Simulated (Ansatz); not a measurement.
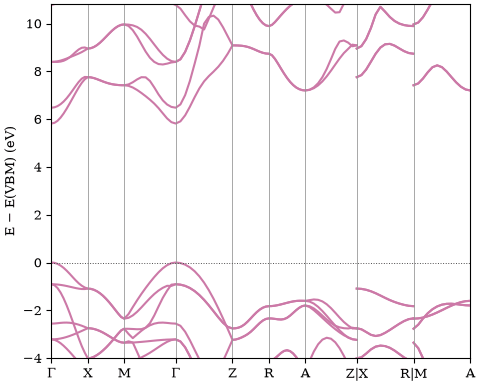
*Band structure from the program Ansatz at the LDA level (PAW)*

Problem. Read off the gap and where the band edges lie.

Solution. About 5.8 eV (5.82 eV by a search for the band edges); maximum at Γ, minimum at Γ.

Problem. Which compound is it?
A. SiO2, rutile
B. HfO2, P4_2/nmc (Hf on 2a, O on 4d)
C. MgF2, rutile
D. HfO2, rutile

Solution. A, SiO2, rutile

Space group P4_2/mnm (rutile). This is a known high-pressure phase of the composition, computed here at zero pressure and temperature. The cell was relaxed with LDA under the symmetry of its start; its stability against distortions is not shown here.

Potentials: the earlier of the program's two PAW sets. The files were generated under PBE; for other functionals the program regenerates the frozen cores, and for LDA and PBEsol the local potential too.
